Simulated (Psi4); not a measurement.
**SF (Monosulfur monofluoride): UCCSD/def2-TZVPD (sweep point 5)**

What is the vertical doublet–quartet gap of SF (Monosulfur monofluoride) at UCCSD/def2-TZVPD (sweep point 5)? 

The results are computed with Psi4 1.11.

4 further runs of the same task are left out: 4 set aside as unsound or not needed.

## 1. The structure to begin with

The species is SF (2 atoms), meant as a doublet with charge 0. As SMILES, `F[S]`. The coordinates come from a PBE0-D4/def2-TZVP relaxation.

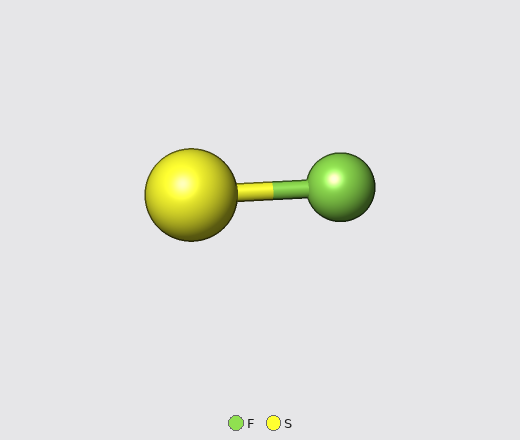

The structure, seen from a chosen angle (fluorine green, sulfur yellow).

## 2. A single-point energy at UCCSD/def2-TZVPD (sweep point 5)

input.in

```
memory 1600 mb

molecule molecule1 {
  0 2
  F      0.000000     0.000000     0.016120
  S      0.000000     0.000000     1.610410
  symmetry c1
}

set {
  basis def2-TZVPD
  reference uhf
  puream true
  scf_type pk
  num_frozen_docc 6
  d_convergence 1e-06
  e_convergence 1e-06
  maxiter 100
}

E = energy('ccsd')
```

The run is started by

```sh
$ psi4 -n 1 input.in input.out
```

input.out:

```text
[...]
  Running in c1 symmetry.
[...]
  Nuclear repulsion =   47.796522801046237
[...]
  Multiplicity = 2
[...]
  Nalpha       = 13
  Nbeta        = 12
[...]
    Number of basis functions: 86
[...]
   @UHF iter   1:  -496.93795174457296   -5.20259e-01   3.21052e-03 ADIIS/DIIS
[...]
   @UHF iter  10:  -496.97034534021822   -1.14412e-07   8.09556e-07 DIIS
[...]
   @S^2 Observed:                7.669057393E-01
[...]
    Orbital Energies [Eh]
    ---------------------
    Alpha Occupied:
       1A    -92.060497     2A    -26.341120     3A     -9.056872
       4A     -6.752405     5A     -6.734256     6A     -6.731807
       7A     -1.645357     8A     -0.986804     9A     -0.734245
      10A     -0.719722    11A     -0.684548    12A     -0.472672
      13A     -0.405531
    Alpha Virtual:
      14A      0.048332    15A      0.073776    16A      0.080028
      17A      0.083642    18A      0.128839    19A      0.180327
      20A      0.190072    21A      0.193827    22A      0.215785
      23A      0.217052    24A      0.283203    25A      0.297012
[...]
  @UHF Final Energy:  -496.97034534021822
   => Energetics <=
    Nuclear Repulsion Energy =             47.7965228010462369
    One-Electron Energy =                -783.6356032439123283
    Two-Electron Energy =                 238.8687351026479178
    Total Energy =                       -496.9703453402182163
  UHF NO Occupations:
  HONO-2 :   11  A 1.9994951
  HONO-1 :   12  A 1.9925353
[...]
 Multipole Moments:
 ------------------------------------------------------------------------------------
     Multipole            Electronic (a.u.)      Nuclear  (a.u.)        Total (a.u.)
 ------------------------------------------------------------------------------------
 L = 1.  Multiply by 2.5417464519 to convert [e a0] to [Debye]
 Dipole X            :          0.0000000            0.0000000            0.0000000
 Dipole Y            :         -0.0000000            0.0000000           -0.0000000
 Dipole Z            :         -0.5319061            0.9590779            0.4271719
 Magnitude           :                                                    0.4271719
[...]
      * MP2 total energy                      = -497.363419880728713
[...]
      * CCSD total energy                     = -497.383522856032471
[...]
```

Run time: 38 s. Hardware: 1 thread of Intel Xeon at 2.70GHz, shared host; peak memory 0.69 GiB.

## 3. The quartet at the same level

fs.in

```
memory 1600 MB

molecule molecule1 {
  0 4
  F      0.000000     0.000000     0.016120
  S      0.000000     0.000000     1.610410
  symmetry c1
}

set basis def2-TZVPD
set reference uhf
set puream true
set scf_type pk
set num_frozen_docc 6
set d_convergence 1e-06
set e_convergence 1e-06
set maxiter 100

E, wfn = energy('ccsd', return_wfn=True)
print_variables()
```

The run is started by

```sh
$ psi4 -n 1 fs.in fs.out
```

fs.out:

```text
[...]
  Running in c1 symmetry.
[...]
  Nuclear repulsion =   47.796522801046237
[...]
  Multiplicity = 4
[...]
  Nalpha       = 14
  Nbeta        = 11
[...]
    Number of basis functions: 86
[...]
   @UHF iter   1:  -496.83812191149650   -4.20429e-01   3.62299e-03 ADIIS/DIIS
[...]
   @UHF iter   9:  -496.88332975742424   -1.17990e-07   7.88108e-07 DIIS
[...]
   @S^2 Observed:                3.759537345E+00
[...]
    Orbital Energies [Eh]
    ---------------------
    Alpha Occupied:
       1A    -92.094961     2A    -26.311956     3A     -9.087876
       4A     -6.778233     5A     -6.778233     6A     -6.770629
       7A     -1.658706     8A     -1.057980     9A     -0.757110
      10A     -0.726073    11A     -0.726073    12A     -0.498903
      13A     -0.498903    14A     -0.293688
    Alpha Virtual:
      15A      0.071596    16A      0.071596    17A      0.077515
      18A      0.084977    19A      0.174909    20A      0.190957
      21A      0.190957    22A      0.196519    23A      0.196519
      24A      0.274322    25A      0.274322    26A      0.314083
[...]
  @UHF Final Energy:  -496.88332975742424
   => Energetics <=
    Nuclear Repulsion Energy =             47.7965228010462369
    One-Electron Energy =                -783.4466208361163808
    Two-Electron Energy =                 238.7667682776459515
    Total Energy =                       -496.8833297574242351
  UHF NO Occupations:
  HONO-2 :   12  A 1.0000000
  HONO-1 :   13  A 1.0000000
[...]
 Multipole Moments:
 ------------------------------------------------------------------------------------
     Multipole            Electronic (a.u.)      Nuclear  (a.u.)        Total (a.u.)
 ------------------------------------------------------------------------------------
 L = 1.  Multiply by 2.5417464519 to convert [e a0] to [Debye]
 Dipole X            :          0.0000000            0.0000000            0.0000000
 Dipole Y            :          0.0000000            0.0000000            0.0000000
 Dipole Z            :         -0.5702083            0.9590779            0.3888696
 Magnitude           :                                                    0.3888696
[...]
      * MP2 total energy                      = -497.271331458331247
[...]
      * CCSD total energy                     = -497.287136856473523
[...]
```

It took 35 s on 1 thread of Intel Xeon at 2.70GHz, shared host; peak memory 0.7 GiB.

## 4. What came out

At UCCSD/def2-TZVPD (sweep point 5), 6 core orbitals frozen:

```
                                                           quantity          value
                                              doublet: total energy  -497.38352 Eh
doublet: HOMO energy (Hartree–Fock orbitals) (highest over α and β)      -10.55 eV
 doublet: LUMO energy (Hartree–Fock orbitals) (lowest over α and β)       -0.06 eV
               doublet: correlation energy (6 core orbitals frozen)     -413.2 mEh
                         doublet: ⟨S²⟩ of the reference determinant          0.767
                                             doublet: T1 diagnostic          0.027
                                              quartet: total energy  -497.28714 Eh
quartet: HOMO energy (Hartree–Fock orbitals) (highest over α and β)       -7.99 eV
 quartet: LUMO energy (Hartree–Fock orbitals) (lowest over α and β)        0.07 eV
               quartet: correlation energy (6 core orbitals frozen)     -403.8 mEh
                         quartet: ⟨S²⟩ of the reference determinant          3.760
                                             quartet: T1 diagnostic          0.033
                   vertical energy of the quartet above the doublet       2.623 eV
```

At this shape the quartet lies 2.62 eV (253 kJ/mol) above the doublet.
